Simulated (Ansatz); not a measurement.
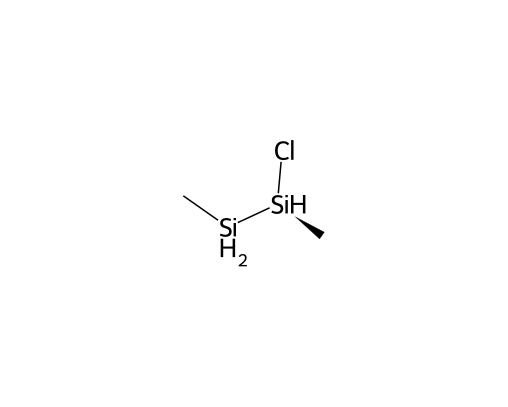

The drawing above gives the connectivity. The computed structure is the end point of a PBE-D4/def2-SVP optimisation. No frequency run is at hand to confirm it as a minimum.

What does the molecule look like in three dimensions?

It has 14 atoms: 2 carbon, 9 hydrogen, 1 chlorine and 2 silicon (C₂H₉ClSi₂). SMILES: `C[SiH2][Si@H](C)Cl`. It has no ring. Among its groups: Si–H bond. The point group is C1. Coordination: 2 C tetrahedral; 2 Si tetrahedral.

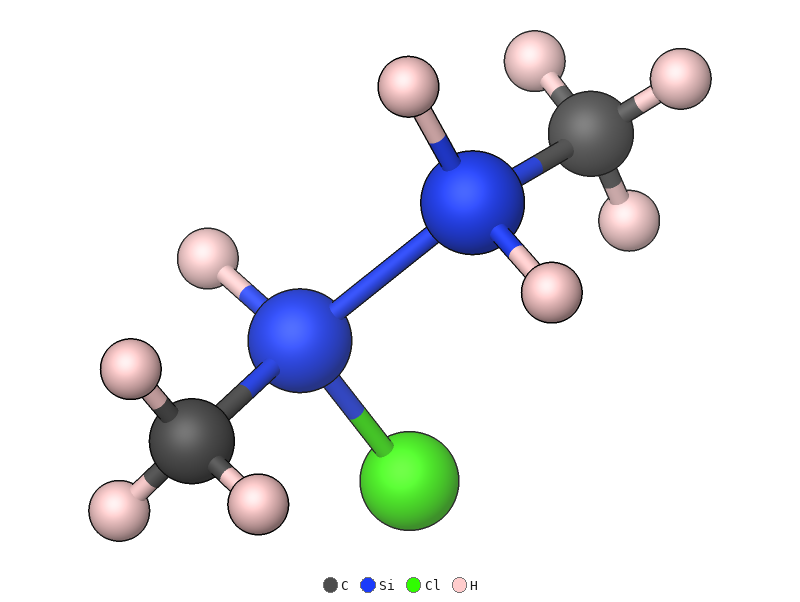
